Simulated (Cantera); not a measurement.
A closed system holds: 1 mol B2O3, 0.78 mol Cl2, at 0.0130 bar.

These are equilibrium values from Cantera (NASA tables, ideal gas, pure condensed phases), not measurements of a reactor. Candidate condensed phases: B, B2O3; 18 gas species. The tables' values for BOCl are old estimates; treat these amounts as uncertain. The numbers say what is thermodynamically allowed, not how fast it happens.

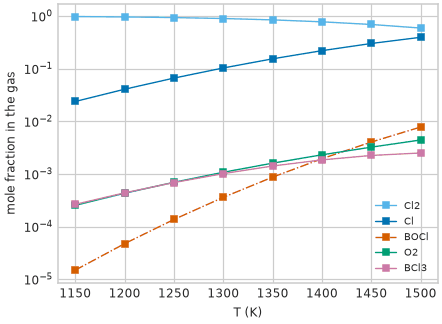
*Equilibrium gas composition (values under 1e-9 drawn at 1e-9)*

Task: Read off the mole fractions at 1250 K.

Result: Cl2 about 0.93, Cl about 0.066, O2 about 0.00069, BCl3 about 0.00068, BOCl about 0.00014.
